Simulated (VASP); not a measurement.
Band structure of LiH (rock salt). All values below come from optB86b-vdW, VASP's PBE PAW potentials (set 64) (plane waves; VASP).

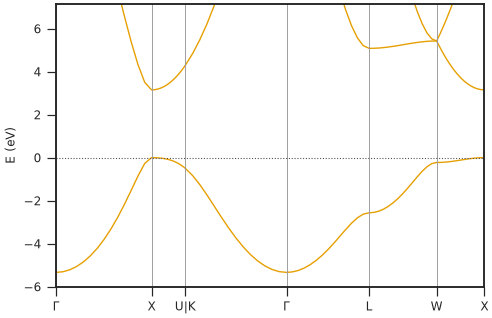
*Bands along high-symmetry lines, zero at the valence-band maximum or, without a gap, the Fermi level*

Problem. Read the plot: is there a gap, and where are the band edges?

Solution. The gap is direct, 3.15 eV, from the valence maximum at X to the conduction minimum at X. (Edges off the drawn lines would not show.)

The compound is LiH in the rock salt structure. It was relaxed first.
